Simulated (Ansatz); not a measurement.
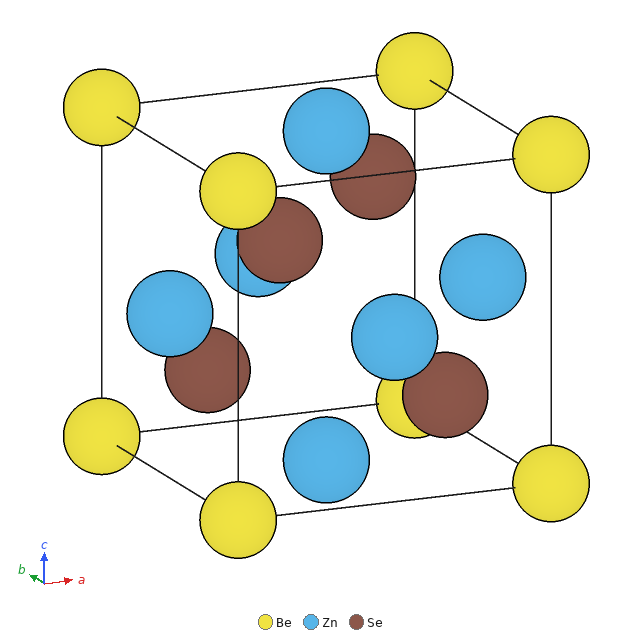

Structure drawing (spheres-only), viewed slightly off an axis. The simulation cell is drawn as a box.

```
CELL_PARAMETERS angstrom
5.59191 0.00000 0.00000
0.00000 5.59191 0.00000
0.00000 0.00000 5.59191
ATOMIC_POSITIONS crystal
Be 0.00000 0.00000 0.00000
Zn 0.00000 0.50000 0.50000
Zn 0.50000 0.00000 0.50000
Zn 0.50000 0.50000 0.00000
Se 0.23557 0.23557 0.76443
Se 0.23557 0.76443 0.23557
Se 0.76443 0.23557 0.23557
Se 0.76443 0.76443 0.76443
```

Theory: Ansatz, DFT PBE, scalar-relativistic, plane waves, PAW. Numerical settings: a basis cut at 420 eV, a 6×6×6 grid in reciprocal space, Gaussian smearing of 0.02 eV, no spin polarisation.

List the Bader charges.

Be +1.57 e; Zn +0.74 e; Se -0.95 e. The transfer is large, as in an ionic solid.

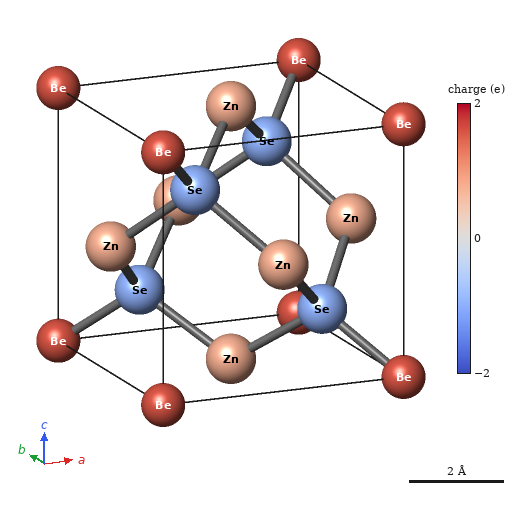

The atoms coloured by those charges.

Origin of the cell: a structure type filled with these elements by a generator (whether the compound takes this form wasn't checked). Earlier steps of the study may have refined or changed the cell and positions. It was run through Ansatz as a DFT input.
